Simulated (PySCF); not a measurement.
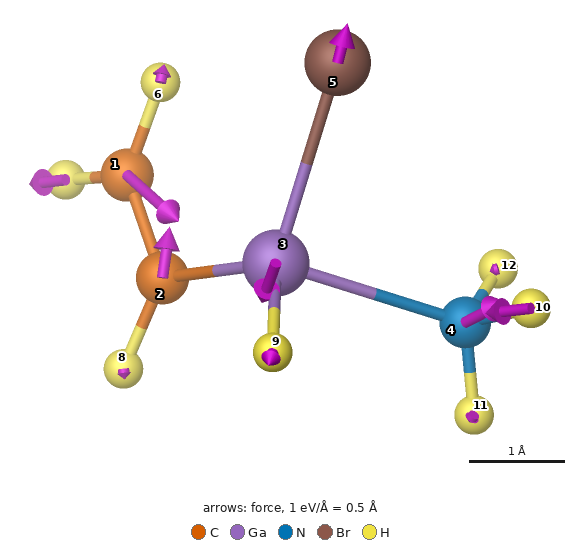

Starting geometry of C2H7BrGaN with the computed forces as purple arrows. A ball-and-stick model, seen at a tilt.

The start comes from GFN2-xTB. Its atoms were then displaced at random by about 0.01 Å.

Theory: PySCF, PBE0-D3(BJ)/def2-SVP geometry optimisation, gas phase. 

Question: What follows when this structure is relaxed?

Answer: It isn't relaxed: the largest force vector, on a C atom, is 2.31 eV/Å. The final displacements have little in common with the starting forces (cosine between the two patterns 0.19). The atom that moves furthest after the best rigid fit is an H atom (0.28 Å). Largest moves by element: H 0.28 Å, C 0.14 Å, N 0.10 Å, Ga 0.09 Å, Br 0.04 Å. Among the contacts that change: Ga–N 2.220 → 2.133 Å, Br–Ga 2.283 → 2.364 Å, C–Ga 2.018 → 1.963 Å, C–H 1.063 → 1.098 Å. Among the angles between lasting bonds that change: Ga–N–H 113.3° → 107.0°, N–Ga–H 95.9° → 102.1°, C–Ga–Br 115.5° → 111.7°. Over 6 geometry steps the energy falls by 17.0 kJ/mol. Cost: 65 s on 1 thread of Arm Neoverse V2, with other jobs on the host.
